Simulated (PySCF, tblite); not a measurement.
**C3H5F2Si radical: geometry, infrared bands and EPR parameters**

Wanted: the infrared bands and EPR parameters of C3H5F2Si radical (`FC(F)/[C]=C\[SiH3]`), by calculation.

Computed with tblite 0.8.0 and PySCF 2.14.0, with density-fitted response routines of our own, on a single molecule in the gas phase. Atoms count from 0, in the outputs and in this text.

## (1) The starting structure

11 atoms, charge 0, multiplicity 2; geometry from: force field or distance geometry start.

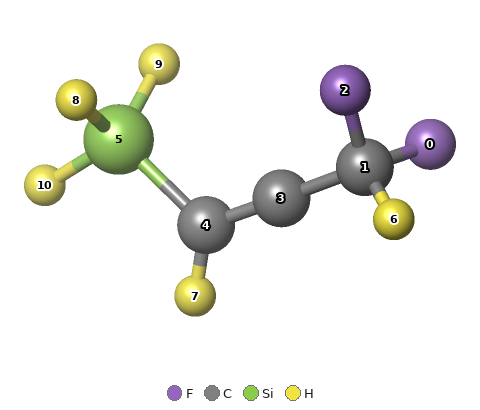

As it starts; fluorine purple, carbon grey, silicon green, hydrogen yellow, atoms numbered.

## (2) Relaxing the molecule with GFN2-xTB

Job settings and geometry (Å):

```
{"job": {"kind": "relax", "xc": "GFN2-xTB", "basis": "xTB"}, "charge": 0, "multiplicity": 2}
F      2.503200    -0.290000    -1.220800
C      2.062400     0.159200    -0.021000
F      2.029900     1.504700    -0.078800
C      0.715400    -0.345500     0.222500
C     -0.499600    -0.780800     0.434000
Si    -1.921600     0.204800    -0.143200
H      2.786000    -0.139200     0.752900
H     -0.691300    -1.726800     0.904100
H     -1.987800     1.480600     0.611000
H     -1.819600     0.490400    -1.588800
H     -3.171600    -0.554700     0.102200
```

The run is started by

```console
$ OMP_NUM_THREADS=1 python probes_run.py task.json out
```

The driver reads the jobs from task.json and runs them one after another.

The log of the run:

```text
step      E/eV     max force
  0    -545.08407    3.001
  1    -545.22067    2.592
  2    -545.26344    1.352
  3    -545.27871    0.568
  4    -545.29072    0.544
  5    -545.30464    0.615
  6    -545.31230    0.405
  7    -545.31846    0.271
  8    -545.32617    0.335
  9    -545.33650    0.542
 10    -545.35178    0.717
 11    -545.36714    0.547
 12    -545.37735    0.242
 13    -545.38532    0.313
 14    -545.39449    0.496
 15    -545.40337    0.504
 16    -545.41031    0.350
 17    -545.41550    0.226
 18    -545.41951    0.218
 19    -545.42326    0.259
 20    -545.43047    0.189
 21    -545.44008    0.264
 22    -545.45124    0.408
 23    -545.46033    0.365
 24    -545.46723    0.198
 25    -545.47308    0.224
 26    -545.48068    0.338
 27    -545.49075    0.390
 28    -545.50032    0.389
 29    -545.50762    0.220
 30    -545.51294    0.190
 31    -545.51862    0.232
 32    -545.52484    0.185
 33    -545.53212    0.226
 34    -545.53794    0.213
 35    -545.54286    0.217
 36    -545.54627    0.184
 37    -545.54876    0.130
 38    -545.55057    0.160
 39    -545.55198    0.140
 40    -545.55269    0.099
 41    -545.55335    0.064
 42    -545.55381    0.113
 43    -545.55418    0.105
 44    -545.55437    0.051
 45    -545.55444    0.017
 46    -545.55446    0.018
 47    -545.55450    0.028
 48    -545.55455    0.034
 49    -545.55463    0.027
 50    -545.55469    0.017
 51    -545.55473    0.013
 52    -545.55475    0.012
 53    -545.55476    0.011
 54    -545.55479    0.014
 55    -545.55482    0.014
 56    -545.55485    0.017
 57    -545.55487    0.017
 58    -545.55490    0.014
 59    -545.55495    0.017
 60    -545.55501    0.019
 61    -545.55506    0.018
 62    -545.55510    0.018
 63    -545.55514    0.016
 64    -545.55520    0.023
 65    -545.55529    0.032
 66    -545.55542    0.038
 67    -545.55556    0.034
 68    -545.55571    0.041
 69    -545.55586    0.041
 70    -545.55597    0.031
 71    -545.55602    0.019
 72    -545.55605    0.014
 73    -545.55607    0.013
 74    -545.55610    0.013
 75    -545.55611    0.010
 76    -545.55612    0.009
```

Wall time 0.29 s (1 thread of Arm Neoverse V2, shared host).

Along the way: (not every step is listed)

```
step  energy from step 0 (eV)  largest force (eV/Å)
   0                   0.0000                3.0013
   1                  -0.1366                2.5919
   2                  -0.1794                1.3521
   3                  -0.1946                0.5678
   4                  -0.2066                0.5435
   5                  -0.2206                0.6155
   6                  -0.2282                0.4050
   7                  -0.2344                0.2715
   8                  -0.2421                0.3354
  14                  -0.3104                0.4960
  20                  -0.3464                0.1890
  26                  -0.3966                0.3381
  32                  -0.4408                0.1852
  38                  -0.4665                0.1603
  44                  -0.4703                0.0509
  50                  -0.4706                0.0175
  56                  -0.4708                0.0167
  62                  -0.4710                0.0180
  68                  -0.4716                0.0406
  71                  -0.4719                0.0187
  72                  -0.4720                0.0138
  73                  -0.4720                0.0129
  74                  -0.4720                0.0135
  75                  -0.4720                0.0099
  76                  -0.4720                0.0092
```

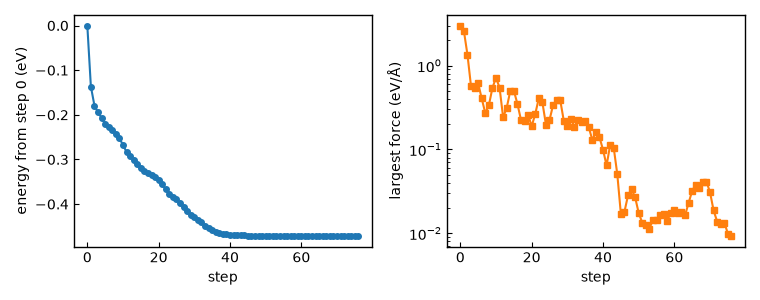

Energy and force, step by step.

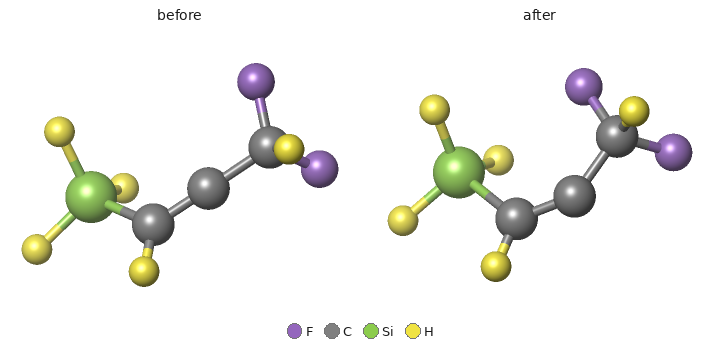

Before and after, at one scale.

Close pairs (by a distance rule), those that changed most:

```
   bond  before (Å)  after (Å)  change (Å)
 C4–Si5       1.824      1.943      +0.119
  C1–F2       1.347      1.386      +0.039
 Si5–H8       1.484      1.459      -0.024
  C3–C4       1.308      1.285      -0.023
 Si5–H9       1.477      1.457      -0.020
Si5–H10       1.483      1.465      -0.018
  C4–H7       1.074      1.079      +0.006
  F0–C1       1.355      1.358      +0.003
```

The end geometry stands in the next job.

## (3) Infrared spectrum with GFN2-xTB

Job settings and geometry (Å):

```
{"job": {"kind": "ir", "xc": "GFN2-xTB", "basis": "xTB"}, "charge": 0, "multiplicity": 2}
F      2.434676    -0.244204    -1.189677
C      1.809324     0.142102    -0.047777
F      1.191365     1.341535    -0.365200
C      0.866635    -0.869691     0.417767
C     -0.410054    -0.999308     0.483042
Si    -1.680546     0.333228    -0.137281
H      2.588015     0.378679     0.696249
H     -0.867142    -1.887098     0.892690
H     -1.550696     1.492422     0.739597
H     -1.393410     0.634269    -1.533901
H     -2.982744    -0.319264     0.018527
```

The log of the run:

```text
mode    cm-1     km/mol
  1      24.9      2.09
  2      89.0      3.39
  3     105.9      1.09
  4     209.8      0.35
  5     278.1      8.35
  6     439.7     10.03
  7     482.5     21.50
  8     502.8     26.96
  9     554.6     32.81
 10     586.9     57.25
 11     663.9     26.48
 12     739.5     12.18
 13     750.5    212.57
 14     770.2    236.37
 15     776.9    252.58
 16     867.0    195.98
 17     937.3     65.06
 18    1048.9    148.30
 19    1130.7     20.90
 20    1234.6      7.12
 21    1260.6     52.44
 22    1804.8      3.98
 23    2258.8    272.52
 24    2307.3    221.86
 25    2326.8    260.53
 26    2865.8     26.32
 27    3038.4     10.42
```

Run time: 0.2 s. Hardware: 1 thread of Arm Neoverse V2, shared host.

The strongest bands and the atoms that carry them (share of the mass-weighted mode):

```
cm⁻¹  km/mol                       atoms
 750   212.6  H8 42 %, H9 37 %, H10 10 %
 770   236.4           H8 46 %, H10 43 %
 777   252.6           H9 49 %, H10 38 %
 867   196.0            C1 66 %, F2 29 %
1049   148.3   C1 53 %, F0 24 %, H6 11 %
2259   272.5                    H10 97 %
2307   221.9                     H8 96 %
2327   260.5                     H9 95 %
```

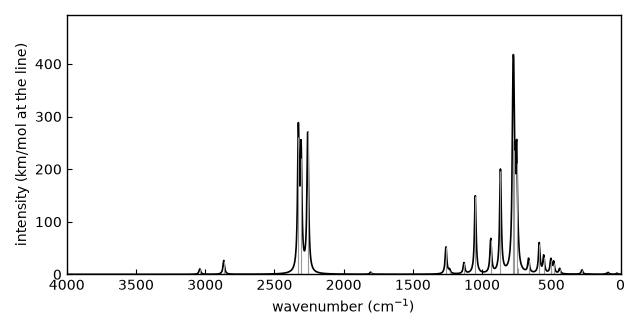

The infrared spectrum from these modes, unscaled. Lines are broadened to a width of 14 cm⁻¹ (Lorentzian).

## (4) g tensor and hyperfine couplings: B3LYP/pcH-1

Same as in step 3 but for these lines:

```diff
@@ -1,2 +1,2 @@
-{"job": {"kind": "ir", "xc": "GFN2-xTB", "basis": "xTB"}, "charge": 0, "multiplicity": 2}
+{"job": {"kind": "epr", "basis": "pcH-1"}, "charge": 0, "multiplicity": 2}
 F      2.434676    -0.244204    -1.189677
```

Level: UKS B3LYP, pcH-1 on C F H Si, non-relativistic, mean-field spin-orbit, GIAO.

The log of the run:

```text
UKS, coarse grid
  cycle   1  E = -606.32868945  |g| = 5.40e-01
  cycle   2  E = -606.20382526  |g| = 8.46e-01
  cycle   3  E = -606.42283126  |g| = 8.37e-02
  cycle   4  E = -606.42482412  |g| = 5.52e-02
  cycle   5  E = -606.42640909  |g| = 1.51e-02
  cycle   6  E = -606.42652667  |g| = 5.20e-03
  cycle   7  E = -606.42655731  |g| = 1.85e-03
  cycle   8  E = -606.42656545  |g| = 1.09e-03
  cycle   9  E = -606.42656808  |g| = 6.45e-04
UKS, final grid
  cycle   1  E = -606.42656308  |g| = 8.72e-04
  cycle   2  E = -606.42656292  |g| = 1.39e-03
  cycle   3  E = -606.42656349  |g| = 1.26e-04
  cycle   4  E = -606.42656356  |g| = 1.10e-04
  cycle   5  E = -606.42656357  |g| = 3.76e-05
  cycle   6  E = -606.42656357  |g| = 9.65e-06
E = -606.42656357 Eh   <S^2> = 0.7583 (exact 0.7500)
g shifts (ppm)      1          2          3
  rmc          -177       -177       -177
  gc             35          7         14
  oz_so        -632        -32        860
  total        -774       -201        698
hyperfine (MHz)  atom isotope    a_iso     a_fc   dipolar eigenvalues
    0   19F       6.50       6.51    -13.46      0.93     12.53
    1   13C      78.58      78.59     -6.06     -4.28     10.35
    2   19F     170.76     170.05   -100.86    -94.90    195.76
    3   13C     295.17     295.30    -75.18    -55.64    130.82
    4   13C     -28.83     -28.83    -19.36      0.97     18.39
    5  29Si    -102.27    -102.43    -29.33     14.31     15.01
    6    1H       9.99       9.99     -7.53     -4.22     11.75
    7    1H     140.18     140.19     -6.90     -5.51     12.41
    8    1H      -1.95      -1.95     -2.37     -1.03      3.40
    9    1H      -4.30      -4.30     -2.41     -1.13      3.54
   10    1H      12.10      12.10     -2.38     -0.57      2.95
```

Run time: 34 s. Hardware: 1 thread of Arm Neoverse V2, shared host; peak memory 0.79 GiB.

Principal g values 2.00155, 2.00212, 2.00302; g(iso) = 2.00223, against 2.00232 for a free electron.

Mean a(iso) over the nuclei that a row names, and the largest dipolar term of the row (other rows stand at the frozen geometry):

```
     nuclei  isotope  a(iso) (MHz)  a(iso) (G, at g = 2.0023)  largest dipolar term (MHz)
         C3      13C         295.2                      105.3                       130.8
         H7       1H         140.2                       50.0                        12.4
        Si5     29Si        -102.3                      -36.5                       -29.3
     F0, F2      19F          88.6                       31.6                       195.8
         C1      13C          78.6                       28.0                        10.3
         C4      13C         -28.8                      -10.3                       -19.4
         H6       1H          10.0                        3.6                        11.8
H8, H9, H10       1H           1.9                        0.7                         3.5
```

Mulliken spin populations:

```
atom  value (e)
  F0       0.00
  C1       0.00
  F2       0.04
  C3       0.91
  C4      -0.13
 Si5       0.11
  H6       0.00
  H7       0.05
  H8       0.00
  H9       0.00
 H10       0.01
```

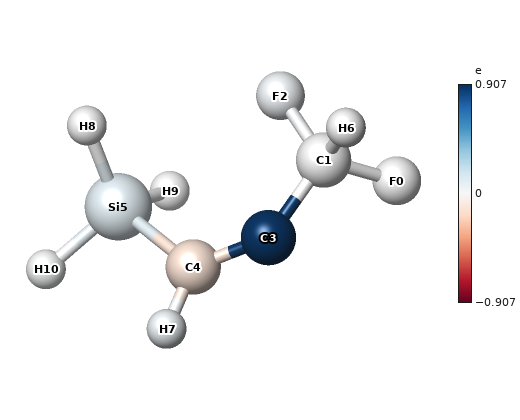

Mulliken spin populations, as colours on the atoms.

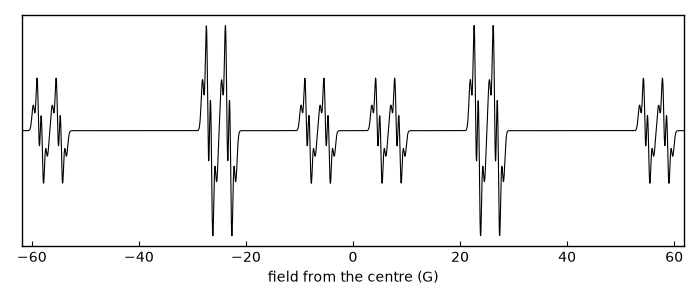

First-order isotropic spectrum (first derivative, main isotopes with spin only, couplings over 0.8 MHz, Gaussian width 0.3 G; couplings of the frozen geometry, rotation of groups not averaged beyond the rows shown).

The fields below are evaluated on a grid from the run's orbitals.

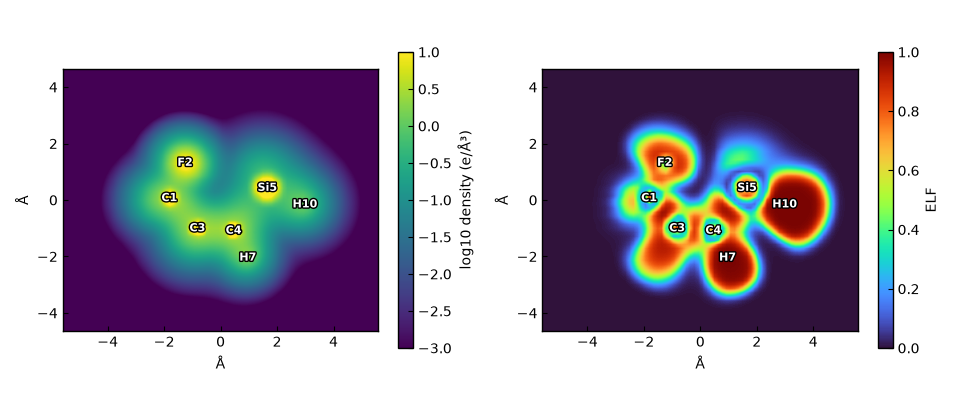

Density (left) and ELF (right) in a plane through or near 7 of the atoms.

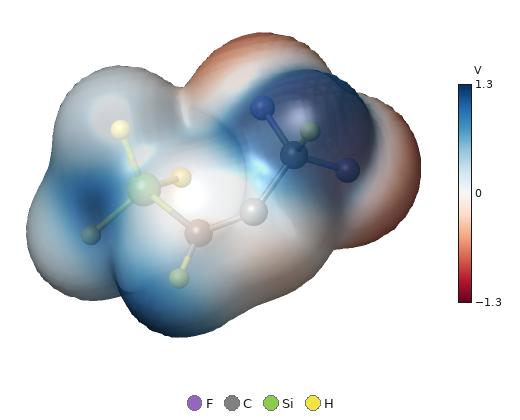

The potential that a unit positive charge feels on the 0.002 e/bohr³ surface, from -0.84 V near F0 to 1.30 V near H6.

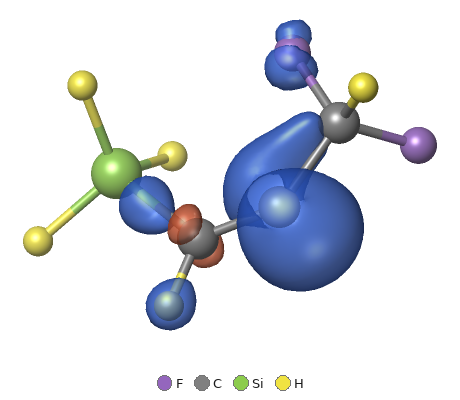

Spin density at ±0.05 e/Å³ (alpha excess blue, beta excess red).

## (5) Results

```
                                 quantity                  value
strongest single infrared mode (GFN2-xTB)  2259 cm⁻¹, 273 km/mol
             zero-point energy (GFN2-xTB)          40.1 kcal/mol
                           g(iso) (B3LYP)                2.00223
                                     ⟨S²⟩     0.758 (exact 0.75)
       largest a(iso) (averaged by class)   13C on C3, 295.2 MHz
    surface potential, least and greatest     -0.84 V and 1.30 V
```

**Reading.** The optimisation took 76 steps and gained 0.472 eV; among the close pairs (by a distance rule), C4–Si5 changed most, from 1.824 to 1.943 Å. All 27 modes are real, so the xTB geometry is a minimum. The strongest single mode, at 2259 cm⁻¹, moves mainly H10. GFN2-xTB is a fitted tight-binding method: band positions and strengths are rough. Its intensities can rank the bands wrongly. C3 carries the largest spin population, 0.91 e. The isotropic g lies 0.1 ppt below the free-electron value.
